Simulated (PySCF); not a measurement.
System: C6H11Cl (SMILES ClC1CCCCC1).

```json
{"atom": "Cl", "x (Å)": "2.9076", "y (Å)": "-1.0689", "z (Å)": "-0.2219"}
{"atom": "C", "x (Å)": "1.3101", "y (Å)": "-0.4417", "z (Å)": "0.3037"}
{"atom": "C", "x (Å)": "0.2229", "y (Å)": "-1.4289", "z (Å)": "-0.0919"}
{"atom": "C", "x (Å)": "-1.1414", "y (Å)": "-0.8928", "z (Å)": "0.3403"}
{"atom": "C", "x (Å)": "-1.3996", "y (Å)": "0.4772", "z (Å)": "-0.2798"}
{"atom": "C", "x (Å)": "-0.2956", "y (Å)": "1.4549", "z (Å)": "0.1116"}
{"atom": "C", "x (Å)": "1.0697", "y (Å)": "0.9232", "z (Å)": "-0.3226"}
{"atom": "H", "x (Å)": "1.3706", "y (Å)": "-0.3567", "z (Å)": "1.3924"}
{"atom": "H", "x (Å)": "0.2386", "y (Å)": "-1.5648", "z (Å)": "-1.1754"}
{"atom": "H", "x (Å)": "0.4129", "y (Å)": "-2.3980", "z (Å)": "0.3729"}
{"atom": "H", "x (Å)": "-1.9202", "y (Å)": "-1.5944", "z (Å)": "0.0367"}
{"atom": "H", "x (Å)": "-1.1703", "y (Å)": "-0.8100", "z (Å)": "1.4293"}
{"atom": "H", "x (Å)": "-2.3674", "y (Å)": "0.8582", "z (Å)": "0.0516"}
{"atom": "H", "x (Å)": "-1.4306", "y (Å)": "0.3826", "z (Å)": "-1.3674"}
{"atom": "H", "x (Å)": "-0.4720", "y (Å)": "2.4260", "z (Å)": "-0.3541"}
{"atom": "H", "x (Å)": "-0.3022", "y (Å)": "1.5963", "z (Å)": "1.1948"}
{"atom": "H", "x (Å)": "1.8586", "y (Å)": "1.6149", "z (Å)": "-0.0217"}
{"atom": "H", "x (Å)": "1.0994", "y (Å)": "0.8293", "z (Å)": "-1.4101"}
```

Geometry: GFN2-xTB.

Level of theory: PySCF 2.14.0, WP04/pcSseg-1, SCF density, in a chloroform solvent model, non-relativistic.

What can the converged electron density and electron localisation function tell about the bonding?

Answer. C–C (1.52 Å): the density is about 1.7 e/Å³ at the midpoint; the ELF peaks at about 0.95 between the atoms; localised, covalent bonding.
C–Cl (1.79 Å): the density is about 1.3 e/Å³ at the midpoint; the ELF peaks at about 0.90 between the atoms, as expected for localised, covalent bonding.
C–H (1.09 Å): the density is about 2 e/Å³ at the midpoint; the ELF climbs to about 1 towards the hydrogen, as it does in any bond to H; an ordinary covalent bond to hydrogen.

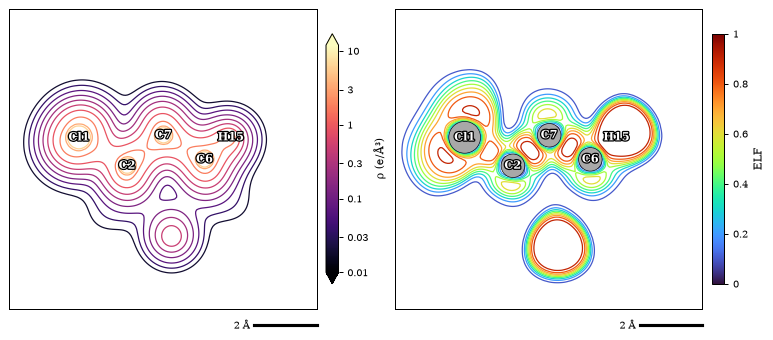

Computed electron density and electron localisation function on the plane of atoms C2, C7 and C6, in this order. Grey discs cover the atomic cores in the ELF map. 
